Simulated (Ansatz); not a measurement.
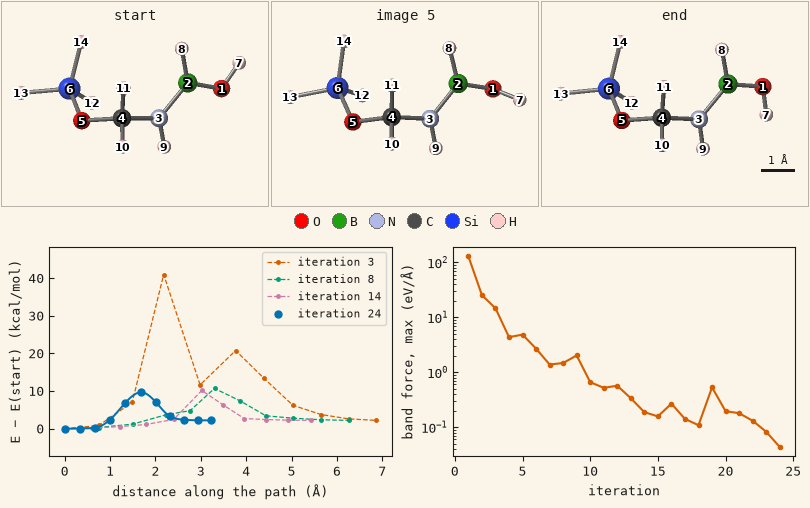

A nudged-elastic-band calculation for CH8BNO2Si. Images are numbered from 0 (start) to 10 (end). The plot follows the band through its iterations. The picture is a ball-and-stick view, seen from a free direction.

These are results of RKS PBE0-D4/def2-SVP (Ansatz 0.2.0), not measurements. Run with 9 movable images; climbing image; force threshold 0.05 eV/Å; iteration limit 28; spring constant 0.5 eV/Å²; starting path through a guess of the saddle point.

How did the profile develop, and is the result final?

The run is converged, with reservations. The band converged in 24 iterations. The largest component of the band force went from 130 to 0.044 eV/Å. The climbing image converged on the top of the path. Its curvatures weren't checked. The first iteration put the highest image at 391.2 kcal/mol. Forward barrier 9.7 kcal/mol, backward barrier 7.5 kcal/mol, with image 5 at the top; the reaction energy is +2.2 kcal/mol.

Cost: 15 min on 2 threads of Arm Neoverse V1, on a shared host, peak memory 0.32 GiB.
